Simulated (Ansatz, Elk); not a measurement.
## LiNiSnS4: X-ray structure factors from the self-consistent density

The structure of LiNiSnS4 used here is made up (a known structure type with other elements) and was relaxed beforehand with PBE. The aim is the Fourier transform of its all-electron density, F(hkl), set beside the sum over free spherical atoms that refinements use.

Program: Elk 11.2.3 (patched build). Level of theory: DFT, PBE, all-electron APW+lo, Dirac cores, scalar-relativistic bands, static density, ferromagnetic start. Results are calculated unless marked as measured.

The structure was built from a prototype and need not be the compound's stable phase.

### 1. Set-up

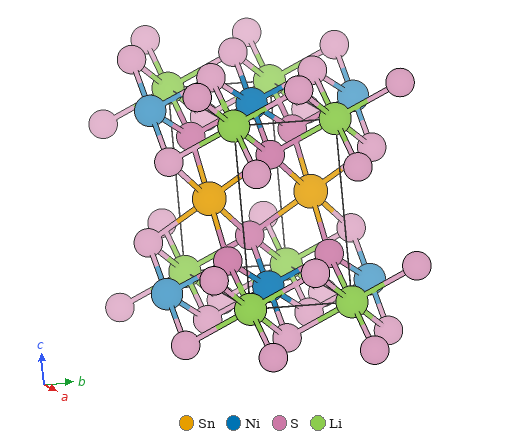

The starting structure, seen slightly off an axis (tin orange, nickel blue, sulfur pink, lithium green). Some periodic images of atoms are drawn too.

### 2. Ground state and structure factors

An all-electron density is needed, since X-rays see the cores too. Task 0 finds the density and task 195 Fourier-transforms it; tshift is off so that phases refer to the origin typed.

The input, elk.in:

```
tasks
  0
  195
  196

xctype
  20

spinpol
  .true.

rgkmax
  7.0

gmaxvr
  14.0

lmaxo
  7

lmaxapw
  8

swidth
  0.002

tshift
  .false.

ramdisk
  .false.

hmaxvr
  5.5

maxscl
  120

epspot
  1e-06

reducebf
  0.8

sppath
  './'

avec
  12.29668162447 0.00000000000 0.37448920972
  0.00000000000 6.79992494656 0.00000000000
  -3.48717414817 0.00000000000 11.09695357329

atoms
  4
  'Sn.in'
  1
  0.5000000000 0.0000000000 0.5000000000   0.000000 0.000000 0.000000
  'Ni.in'
  1
  0.5000000000 0.5000000000 0.0000000000   0.000000 0.000000 -0.025000
  'S.in'
  4
  0.7052027648 0.0000000000 0.2027154806   0.000000 0.000000 0.000000
  0.7243344414 0.5000000000 0.7666831130   0.000000 0.000000 0.000000
  0.2756655586 0.5000000000 0.2333168870   0.000000 0.000000 0.000000
  0.2947972352 0.0000000000 0.7972845194   0.000000 0.000000 0.000000
  'Li.in'
  1
  -0.0000000000 0.0000000000 0.0000000000   0.000000 0.000000 0.000000

ngridk
  3 5 4
```

Command:

```console
> OMP_NUM_THREADS=4 elk
```

Numbers of over 12 decimals in the logs are rounded to 6 here.

The log of the run:

```text
┌─────────────────────────┐
│ Elk code version 11.2.3 │
└─────────────────────────┘

All units are atomic (Hartree, Bohr, etc.)

┌─────────────────────────────────────────────────┐
│ Ground-state run starting from atomic densities │
└─────────────────────────────────────────────────┘

Lattice vectors :
   12.29668162       0.000000000      0.3744892097
   0.000000000       6.799924947       0.000000000
  -3.487174148       0.000000000       11.09695357

Reciprocal lattice vectors :
  0.5061222319      -0.000000000      0.1590469268
   0.000000000      0.9240080378      -0.000000000
 -0.1708012144E-01   0.000000000      0.5608407666

Unit cell volume      :    936.7686370
Brillouin zone volume :   0.2647934652

Muffin-tin inner radius fraction :   0.1000000000E-01

Nuclei treated as point charges

Species : 1 (Sn)
 parameters loaded from : Sn.in
 name : tin
 nuclear charge    :   -50.00000000
 electronic charge :    50.00000000
 atomic mass :    216395.0922
 muffin-tin radius :    2.600000000
 number of radial points in muffin-tin :   1193
 inner part over the whole radius :   0.9914297220E-02
 number on inner part of muffin-tin    :    850
 approximate nuclear radius :   0.8828114845E-04
 number of mesh points to nuclear radius :    428
 atomic positions (lattice), magnetic fields (Cartesian) :
  1 :   0.50000000  0.00000000  0.50000000    0.00000000  0.00000000  0.00000000

Species : 2 (Ni)
 parameters loaded from : Ni.in
 name : nickel
 nuclear charge    :   -28.00000000
 electronic charge :    28.00000000
 atomic mass :    106991.5231
 muffin-tin radius :    2.250275678
 number of radial points in muffin-tin :    993
 inner part over the whole radius :   0.9976535404E-02
 number on inner part of muffin-tin    :    700
 approximate nuclear radius :   0.7325707712E-04
 number of mesh points to nuclear radius :    336
 atomic positions (lattice), magnetic fields (Cartesian) :
  1 :   0.50000000  0.50000000  0.00000000    0.00000000  0.00000000 -0.02500000

Species : 3 (S)
 parameters loaded from : S.in
 name : sulphur
 nuclear charge    :   -16.00000000
 electronic charge :    16.00000000
 atomic mass :    58450.91931
 muffin-tin radius :    2.062752705
 number of radial points in muffin-tin :    793
 inner part over the whole radius :   0.9892588660E-02
 number on inner part of muffin-tin    :    553
 approximate nuclear radius :   0.6195814986E-04
 number of mesh points to nuclear radius :    252
 atomic positions (lattice), magnetic fields (Cartesian) :
  1 :  -0.29479724  0.00000000  0.20271548    0.00000000  0.00000000  0.00000000
  2 :  -0.27566556  0.50000000 -0.23331689    0.00000000  0.00000000  0.00000000
  3 :   0.27566556  0.50000000  0.23331689    0.00000000  0.00000000  0.00000000
  4 :   0.29479724  0.00000000 -0.20271548    0.00000000  0.00000000  0.00000000

Species : 4 (Li)
 parameters loaded from : Li.in
 name : lithium
 nuclear charge    :   -3.000000000
 electronic charge :    3.000000000
 atomic mass :    12652.66898
 muffin-tin radius :    1.800000000
 number of radial points in muffin-tin :    593
 inner part over the whole radius :   0.9806707936E-02
 number on inner part of muffin-tin    :    401
 approximate nuclear radius :   0.4000070961E-04
 number of mesh points to nuclear radius :    148
 atomic positions (lattice), magnetic fields (Cartesian) :
  1 :   0.00000000  0.00000000  0.00000000    0.00000000  0.00000000  0.00000000

Total number of atoms per unit cell :    7
Total muffin-tin volume :    292.8401677
 ratio of muffin-tin to unit cell volume :   0.3126067165

Spin treatment :
 spin-polarised
 global magnetic field (Cartesian) :    0.000000000       0.000000000       0.000000000
 collinear magnetisation in z-direction

Number of Bravais lattice symmetries :    4
Number of crystal symmetries         :    4
Crystal has inversion symmetry
Real symmetric eigensolver will be used

k-point grid :      3     5     4
k-point offset :    0.000000000       0.000000000       0.000000000
[...]
core electron kinetic       :      9205.1892934366
 Coulomb                     :     -18632.154194039
 Coulomb potential           :     -14736.406499199
 nuclear-nuclear             :     -842.52788806015
 electron-nuclear            :     -20860.640373244
 Hartree                     :      3071.0140672648
 Madelung                    :     -11263.950944440
 xc potential                :     -433.45221965637
 xc effective B-field        :    -0.73895961857540E-02
 external B-field            :      0.000000
 exchange                    :     -326.78210174042
 correlation                 :     -6.651960
 electron entropic           :    -0.10001040687189E-02
 total energy                :     -9304.3501486335
 (external B-field energy excluded from total)

Density of states at Fermi energy :    69.91817648
 (states/Hartree/unit cell)

Estimated indirect band gap :   0.2535457349E-02
 from k-point 11 to k-point 16
Estimated direct band gap   :   0.3914239175E-02
 at k-point 21

Charges :
 core                        :    82.00000000
 valence                     :    63.00000000
 interstitial                :    11.51547420
 muffin-tins (core leakage)
  species : 1 (Sn)
[...]
species : 2 (Ni)
[...]
species : 3 (S)
[...]
species : 4 (Li)
   atom 1                    :    2.106505041     (   0.000000000    )
 total in muffin-tins        :    133.4845258
 total calculated charge     :    144.9974066
 total charge                :    145.0000000
 error                       :   0.2593367262E-02

Moments :
 interstitial                :   0.1193725172
 muffin-tins
  species : 1 (Sn)
[...]
species : 2 (Ni)
[...]
species : 3 (S)
[...]
species : 4 (Li)
[...]
total in muffin-tins        :   0.5866102212
 total moment                :   0.7059827384

RMS change in Kohn-Sham potential (target) :   0.4391032736E-06 (  0.1000000000E-05)
Absolute change in total energy (target)   :   0.3838530756E-04 (  0.1000000000E-03)

Convergence targets achieved

┌──────────────────┐
│ Loop number : 27 │
└──────────────────┘

Energies :
 Fermi                       :     0.174454
 sum of occupied eigenvalues :     -5508.6270000454
 electron kinetic            :      9661.2391148614
 core electron kinetic       :      9205.1892938007
 Coulomb                     :     -18632.154201401
 Coulomb potential           :     -14736.406487185
 nuclear-nuclear             :     -842.52788806015
 electron-nuclear            :     -20860.640400132
 Hartree                     :      3071.0140867910
 Madelung                    :     -11263.950957809
 xc potential                :     -433.45223864703
 xc effective B-field        :    -0.73890788440431E-02
 external B-field            :      0.000000
 exchange                    :     -326.78210219795
 correlation                 :     -6.651960
 electron entropic           :    -0.10001162830490E-02
 total energy                :     -9304.3501486160
 (external B-field energy excluded from total)

Density of states at Fermi energy :    69.91870648
 (states/Hartree/unit cell)

Estimated indirect band gap :   0.2536250459E-02
 from k-point 11 to k-point 16
Estimated direct band gap   :   0.3914061030E-02
 at k-point 21

Charges :
 core                        :    82.00000000
 valence                     :    63.00000000
 interstitial                :    11.51547382
 muffin-tins (core leakage)
  species : 1 (Sn)
[...]
species : 2 (Ni)
[...]
species : 3 (S)
[...]
atom 2                    :    14.10303370     (  0.1748837307E-03)
   atom 3                    :    14.10303370     (  0.1748837307E-03)
   atom 4                    :    14.06199220     (  0.1738334215E-03)
  species : 4 (Li)
   atom 1                    :    2.106505063     (   0.000000000    )
 total in muffin-tins        :    133.4845262
 total calculated charge     :    144.9974066
 total charge                :    145.0000000
 error                       :   0.2593367334E-02

Moments :
 interstitial                :   0.1193705238
 muffin-tins
  species : 1 (Sn)
[...]
species : 2 (Ni)
[...]
species : 3 (S)
[...]
atom 3                    :   0.8206424107E-02
   atom 4                    :   0.7027597040E-01
  species : 4 (Li)
   atom 1                    :   0.1359908171E-02
 total in muffin-tins        :   0.5865912628
 total moment                :   0.7059617866

┌──────────────────────────────┐
│ Self-consistent loop stopped │
└──────────────────────────────┘

Warning : core states of species 2 leak from the muffin-tin :   0.6015411158E-03

Warning : core states of species 3 leak from the muffin-tin :   0.1748837307E-03

Wrote STATE.OUT
```

Elapsed: 7.7 min, on 4 threads of Arm Neoverse V1, shared host; peak memory 0.58 GiB; 26 min of CPU time.

SFACRHO.OUT:

```text

h k l indices transformed by vhmat matrix:
   1.000000000       0.000000000       0.000000000    
   0.000000000       1.000000000       0.000000000    
   0.000000000       0.000000000       1.000000000    

      h      k      l  multipl.   |H|            Re(F)            Im(F)           |F|

      0      0      0      1   0.0000000       145.00000     -0.38142252E-16   145.00000    
     -1      0      0      2  0.53052393      -84.649832     -0.17898260E-13   84.649832    
      0      0     -1      2  0.56110079      -6.5451123     -0.26006070E-13   6.5451123    
      1      0     -1      2  0.65968098       21.639437      0.20452768E-13   21.639437    
      1      0      1      2  0.87028758       17.312448     -0.44673361E-13   17.312448    
      0      1      0      2  0.92400804       21.417884      0.57139962E-14   21.417884    
      2      0     -1      2   1.0575610      -20.879209      0.65278473E-14   20.879209    
      2      0      0      2   1.0610479       23.841427     -0.41407620E-13   23.841427    
      1     -1      0      4   1.0654795      -19.910968      0.49249946E-14   19.910968    
      0     -1     -1      4   1.0810296      -59.625574     -0.29221237E-13   59.625574    
      1      0     -2      2   1.1038888      -62.564331     -0.35739098E-13   62.564331    
      0      0      2      2   1.1222016       23.376588     -0.52818104E-13   23.376588    
      1     -1     -1      4   1.1353281       19.673813     -0.54916637E-14   19.673813    
      1     -1      1      4   1.2693271       107.20153     -0.51957467E-13   107.20153    
      2      0     -2      2   1.3193620       106.23968      0.69295520E-14   106.23968    
      2      0      1      2   1.3277342      -28.467959      0.69090998E-13   28.467959    
      1      0      2      2   1.3649225      -44.187589      0.83697454E-13   44.187589    
      2      1     -1      4   1.4043596      -44.829381      0.92615999E-13   44.829381
```

Elk indexes on the primitive cell of elk.in and gives |H| = 4π sin θ/λ in inverse bohr. Below, one row stands for each form hkl of the conventional cell (m members, Friedel mates merged), F is for one primitive cell and the density is static (no thermal factor). Free-atom factors are Waasmaier and Kirfel's, and R is Σm||F|−|F'||/Σm|F|.

```
   hkl  m  sin θ/λ (Å⁻¹)  abs F, DFT  neutral atoms   diff.
   001  2          0.080      84.650         84.563  +0.087
   100  2          0.084       6.545          6.912  -0.366
1 0 -1  2          0.099      21.639         21.794  -0.155
   101  2          0.131      17.312         17.554  -0.242
   010  2          0.139      21.418         21.567  -0.149
1 0 -2  2          0.159      20.879         20.989  -0.110
   002  2          0.160      23.841         24.129  -0.288
   011  4          0.160      19.911         20.107  -0.196
   110  4          0.163      59.626         59.604  +0.021
2 0 -1  2          0.166      62.564         62.543  +0.021
   200  2          0.169      23.377         23.909  -0.532
1 1 -1  4          0.171      19.674         20.153  -0.479
   111  4          0.191     107.201        106.781  +0.420
2 0 -2  2          0.198     106.240        105.863  +0.377
```

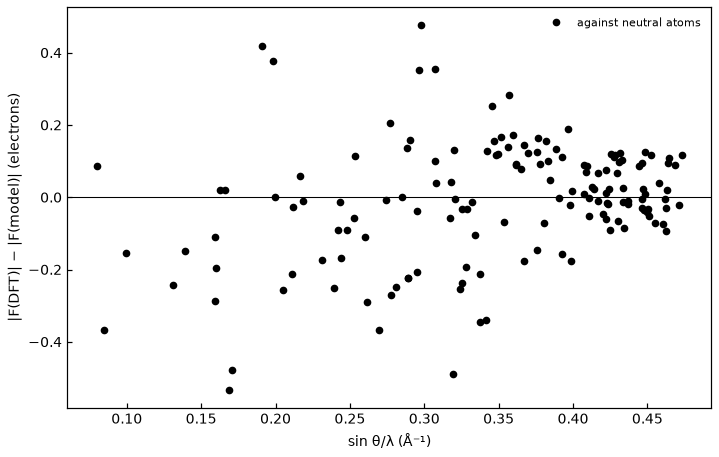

Difference between the calculated structure factors and the independent-atom ones.

### 3. The highest occupied states alone

An energy window below the Fermi level keeps the highest occupied states, to see at which angles they scatter; shallow core shells can lie inside it and anion s states outside. No new self-consistency is needed.

Changes to elk.in since step 2:

```diff
@@ -1,5 +1,3 @@
 tasks
-  0
   195
-  196
 
@@ -44,2 +42,5 @@
 
+wsfac
+  -0.193040 0.474450
+
 sppath
```

Command:

```console
> OMP_NUM_THREADS=4 elk
```

The log of the run:

```text
┌─────────────────────────────────┐
│ Elk code version 11.2.3 started │
└─────────────────────────────────┘

Info(readinput): the functional depends on the density's gradient
 muffin-tin radial points multiplied by    2.00000
 (not where nrmtscf is given)

┌────────────────────┐
│ Current task : 195 │
└────────────────────┘
Info(checkmt): changed muffin-tin radius of species 2 (Ni) from   2.4000 to   2.2503
Info(checkmt): changed muffin-tin radius of species 3 (S) from   2.2000 to   2.0628

Info(sfacrho): density structure factors written to SFACRHO.OUT

 Energy window :  -0.1930400000      0.4744500000

┌──────────────────┐
│ Elk code stopped │
└──────────────────┘
```

It took 24 s on 4 threads; peak memory 0.33 GiB.

States within 10 eV below the Fermi level hold 31.00 electrons; any levels below the window count with the cores. Their amplitudes can exceed the total, where window and core parts have opposite phase:

```
   hkl  sin θ/λ (Å⁻¹)  abs F, window  abs F, all
   001          0.080         12.994      84.650
   100          0.084          9.702       6.545
1 0 -1          0.099          6.378      21.639
   101          0.131          7.027      17.312
   010          0.139          6.277      21.418
1 0 -2          0.159          5.579      20.879
   002          0.160          0.559      23.841
   011          0.160          5.807      19.911
   110          0.163          6.625      59.626
2 0 -1          0.166          7.062      62.564
```

[end of part 1 of 2]

[Logs are printed without paths, hosts, clocks, repeated set-up lines and the standing remarks that a program may print on its own settings, such as how far it seeks lower states.]

[Hosts, paths, dates, database ids (printed as entryN), source tags and the programs' standing remarks are cut or masked in the printed files.]
